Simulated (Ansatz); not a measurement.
**B$_{2}$H$_{7}$NSSi: density, localisation and related maps**

The calculation's input:

```
crystal:
  periodic: [false, false, false]
  atoms:
    - { symbol: B, position_ang: [-1.8662, 0.6459, -0.1222] }
    - { symbol: B, position_ang: [-0.7708, -0.259, -0.863] }
    - { symbol: Si, position_ang: [0.9872, -0.3735, -0.1262] }
    - { symbol: "N", position_ang: [1.0121, -1.0151, 1.5491] }
    - { symbol: S, position_ang: [1.9138, 1.5698, -0.0915] }
    - { symbol: H, position_ang: [-2.9999, 0.7766, -0.5959] }
    - { symbol: H, position_ang: [-1.6223, 1.3002, 0.8478] }
    - { symbol: H, position_ang: [-0.9965, -0.8423, -1.8479] }
    - { symbol: H, position_ang: [1.8412, -1.2515, -0.9041] }
    - { symbol: H, position_ang: [1.69464, -1.86124, 1.53175] }
    - { symbol: H, position_ang: [1.61198, -0.2989, 2.13495] }
    - { symbol: H, position_ang: [1.8201, 1.7196, -1.4534] }
basis:
  gaussian: { orbitals: cc-pVDZ }
hamiltonian:
  xc: b3lyp
  dispersion: d4
relax:
  f_tol: 0.015
  max_steps: 40
output:
  orbitals: {}
```

Launched as:

```sh
ansatz run input.yaml --threads 2 --pin off --max-ram 3072MiB --backend cpu --events-out ev --progress --plain --runs-dir out
```

The fields are those of the relaxed geometry.

These are results of Ansatz 0.2.0, RKS B3LYP-D4/cc-pVDZ, not measurements.

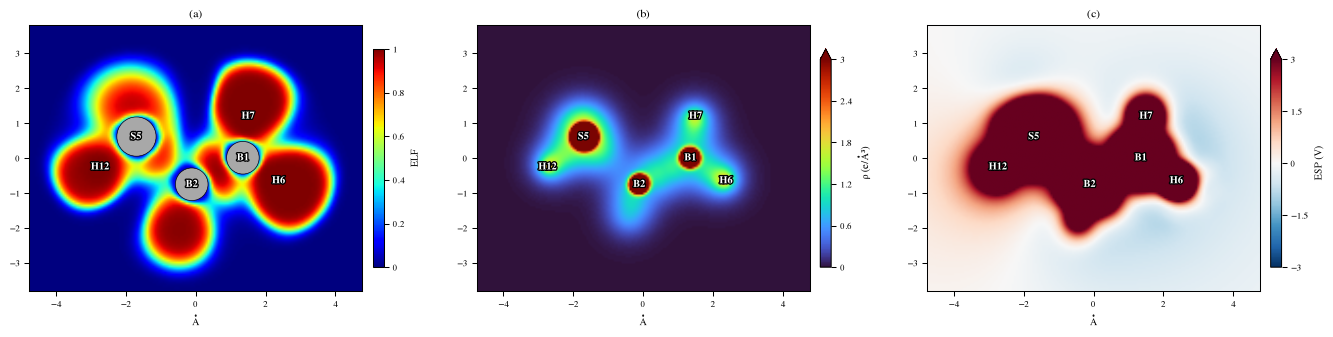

Figure 1. (a) ELF; (b) electron density; (c) molecular electrostatic potential on the plane of atoms B1, B2 and S5. Grey discs cover the atomic cores in the ELF map.

> What do the fields say about this system?

The plane passes through B, S and H nuclei.
B–B (1.65 Å): ρ is about 1.1 e/Å³ halfway; the ELF peaks at about 1 between the atoms, as expected for a shared electron pair.
B–S (2.09 Å): ρ is about 0.72 e/Å³ halfway, with its minimum of 0.54 e/Å³ about 0.7 Å from B; the ELF peaks at about 0.85 between the atoms; localised, covalent bonding.
B–H (1.21 Å): the density is about 1.2 e/Å³ at the midpoint; the ELF climbs to about 1 towards the hydrogen, as it does in any bond to H (a covalent bond by its length).
The ELF also peaks beside S5, away from the bonds: lone-pair regions.
Outside the dense part of the molecule the potential is most negative (−0.9 V) near H6.

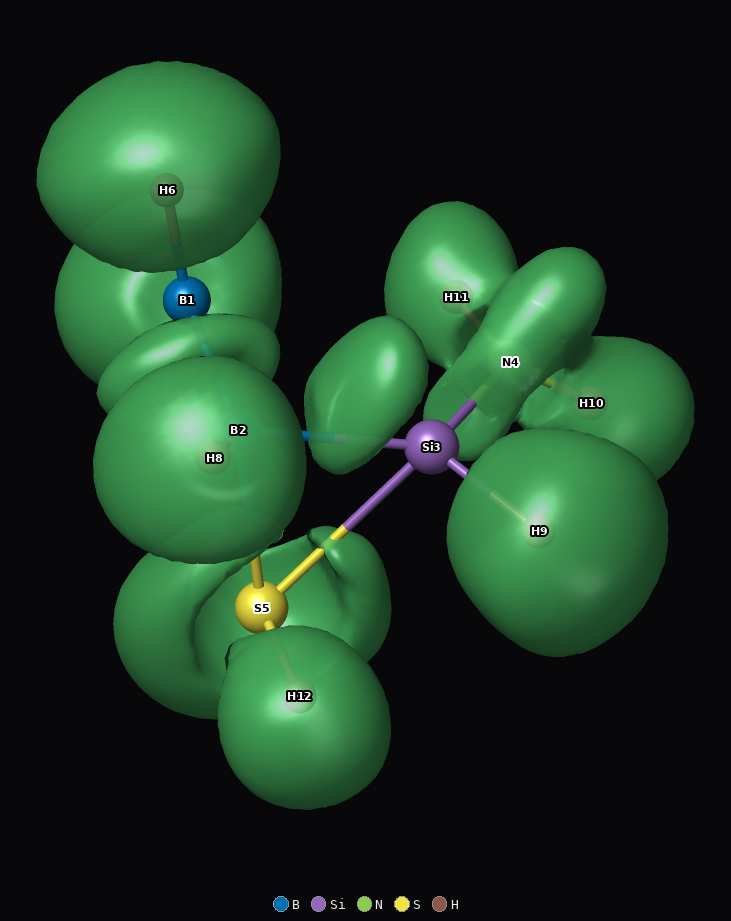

Figure 2. Isosurface of the electron localisation function at 0.8 (green), seen at a tilt. Only the valence region is drawn (cores and ρ < 0.01 e/Å³ removed).

> Identify the bonds, lone pairs and shells in this picture.

The ELF exceeds this value in one region between bonded B–B atoms (shared pairs), five regions around hydrogen nuclei, one region on S in which the atom's valence shell and bonds are merged, one region on Si in which the atom's valence shell and bonds are merged and one joined region spread over several atoms (H, N), in which their bonds and any lone pairs are merged.


 Si–N (1.72 Å): the ELF peaks at about 0.90 between the atoms (a polar covalent bond).

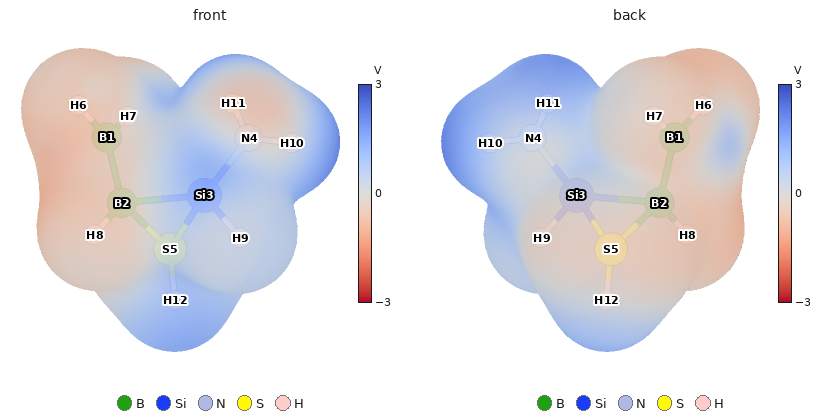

Figure 3. The electrostatic potential painted on the density surface at 0.002 e/bohr³, seen from the front and from behind; the colour scale runs from red (negative) to blue (positive).

> Describe the electrostatic potential map.

The most negative region (about −0.9 V, or −21 kcal/mol for a unit charge) lies over H8, the most positive (about +2.0 V, or +46 kcal/mol for a unit charge) over H10.
